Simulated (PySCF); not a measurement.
# C6H7N: the cost of one run

Computed with PySCF 2.14.0, with density-fitted response routines of our own, on a single molecule, in the gas phase or a continuum. Atoms count from 0, in the outputs and in this text.

### Step 1. The starting structure

14 atoms, charge 0, multiplicity 1; geometry from: GFN2-xTB. The atoms were then displaced at random by about 0.01 Å, so the start is not that level's minimum.

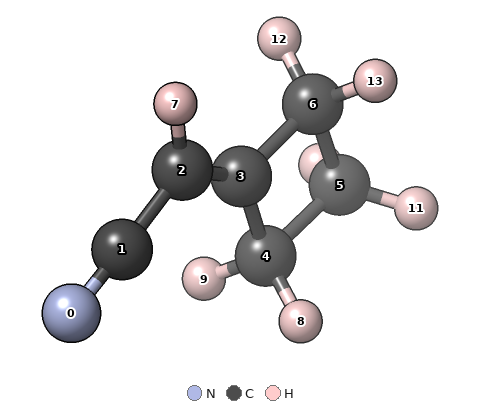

As it starts; nitrogen light blue, carbon dark grey, hydrogen pink, atoms numbered.

### Step 2. Optimising the geometry at PBE0-D3(BJ)/def2-SVP

The job: settings as JSON, then the geometry in Å.

```
{"job": {"xc": "PBE0", "basis": "def2-SVP", "d3": "d3bj", "grid": 1, "shake": 0.01, "kind": "geom"}, "charge": 0, "multiplicity": 1}
N      3.421370     0.467890    -1.333970
C      2.612190     0.055220    -0.622090
C      1.643000    -0.476800     0.254610
C      0.400190    -0.184700     0.161470
C     -0.438850     0.662120    -0.777940
C     -1.708590     0.268490     0.005640
C     -0.832720    -0.604250     0.947390
H      2.058860    -1.130230     1.026180
H     -0.186090     1.733750    -0.711110
H     -0.404000     0.347730    -1.798890
H     -2.437030    -0.299840    -0.569900
H     -2.206290     1.090110     0.507640
H     -1.080360    -1.661050     0.905980
H     -0.848840    -0.283500     1.997240
```

Run with:

```console
> OMP_NUM_THREADS=1 python probes_run.py task.json out
```

The driver reads the jobs from task.json and runs them one after another.

**Question.** How long does this first job take on 1 thread of Arm Neoverse N1, shared host, and how much memory does it need?

About 58 s, with a peak of 0.52 GiB.
